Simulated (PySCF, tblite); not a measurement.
# C5H12N2O2Si: geometry, infrared bands and NMR shifts

Wanted: the infrared bands and NMR shifts of C5H12N2O2Si (`COC(=O)[C@H]1CC[Si]1(N)N`), by calculation.

The runs use tblite 0.8.0 and PySCF 2.14.0, with density-fitted response routines of our own; the level of theory stands in each step. All values are computed, except where a source is named. Atoms count from 0, in the outputs and in this text.

## (1) Starting geometry

22 atoms, charge 0, multiplicity 1; geometry from: force field or distance geometry start.

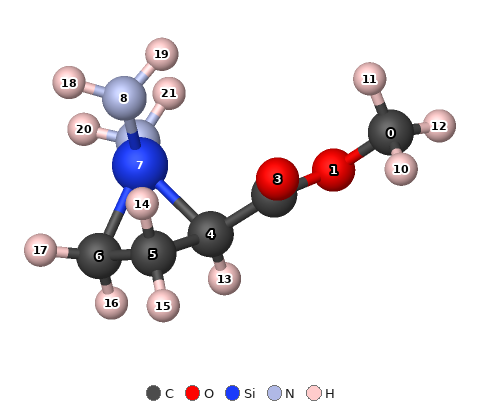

The starting geometry (carbon dark grey, oxygen red, silicon blue, nitrogen light blue, hydrogen pink), atoms numbered.

## (2) Optimising the geometry with GFN2-xTB

Job settings and geometry (Å):

```
{"job": {"kind": "relax", "xc": "GFN2-xTB", "basis": "xTB"}, "charge": 0, "multiplicity": 1}
C      3.215100     1.249600    -0.355800
O      2.060200     0.543800    -0.854600
C      1.361800    -0.184800     0.108600
O      1.811400    -0.104200     1.287400
C      0.153700    -0.968800    -0.230500
C     -0.417900    -1.650200     1.011800
C     -1.725600    -1.660300     0.239800
Si    -1.354600     0.133100    -0.095000
N     -1.318500     1.065600     1.384500
N     -2.008500     0.818500    -1.562100
H      3.751900     0.491400     0.255100
H      2.896400     2.070200     0.324400
H      3.803200     1.612500    -1.207200
H      0.222800    -1.596100    -1.133700
H     -0.489100    -0.900300     1.820300
H      0.024800    -2.627100     1.261200
H     -1.665100    -2.343000    -0.632900
H     -2.622200    -1.777200     0.877800
H     -2.250400     1.169800     1.838100
H     -0.770800     1.952800     1.309200
H     -3.050200     0.930700    -1.495400
H     -1.638500     1.793600    -1.754900
```

Started as:

```bash
> OMP_NUM_THREADS=1 python probes_run.py task.json out
```

The driver reads the jobs from task.json and runs them one after another.

**Question.** This job is followed by: GFN2-xTB harmonic vibrations, gas phase; GIAO PBE0/pcSseg-1 NMR shielding, non-relativistic, gas phase. What will the session give for the following? strongest single infrared mode (GFN2-xTB); zero-point energy (GFN2-xTB); ¹³C shifts against TMS (PBE0/pcSseg-1); ¹H shifts against TMS (PBE0/pcSseg-1, means over atoms taken as alike); ¹⁷O shifts against H2O (PBE0/pcSseg-1); ²⁹Si shifts against TMS (PBE0/pcSseg-1); ¹⁵N shifts against NH3 (PBE0/pcSseg-1).

**Answer**, as computed:

| quantity | value |
| --- | --- |
| strongest single infrared mode (GFN2-xTB) | 1733 cm⁻¹, 392 km/mol |
| zero-point energy (GFN2-xTB) | 109.2 kcal/mol |
| ¹³C shifts against TMS (PBE0/pcSseg-1) | 185.4, 52.9, 45.2, 22.9, 17.1 ppm |
| ¹H shifts against TMS (PBE0/pcSseg-1, means over atoms taken as alike) | 3.81, 3.04, 2.42, 2.03, 1.62, 1.29, 1.18, 0.74 ppm |
| ¹⁷O shifts against H2O (PBE0/pcSseg-1) | 401.8, 185.9 ppm |
| ²⁹Si shifts against TMS (PBE0/pcSseg-1) | -10.2 ppm |
| ¹⁵N shifts against NH3 (PBE0/pcSseg-1) | 33.6, 27.4 ppm |

In words: The optimisation took 154 steps and gained 2.081 eV; among the close pairs (by a distance rule), C4–Si7 changed most, from 1.873 to 1.929 Å. No mode is imaginary among the 60: a minimum at this level. The strongest single mode, at 1733 cm⁻¹, moves mainly C2 and O3. Unscaled tight-binding wavenumbers are off by several per cent, some by more. Its intensities can rank the bands wrongly. H10, H11, H12 (mean) (hydrogen on a methyl carbon bonded to O) lies farthest downfield among hydrogen, at 3.81 ppm; its carbon carries O, hence the downfield position. At PBE0/pcSseg-1: Shielding is most anisotropic at O3 (span 667 ppm, paramagnetic term -471 ppm).
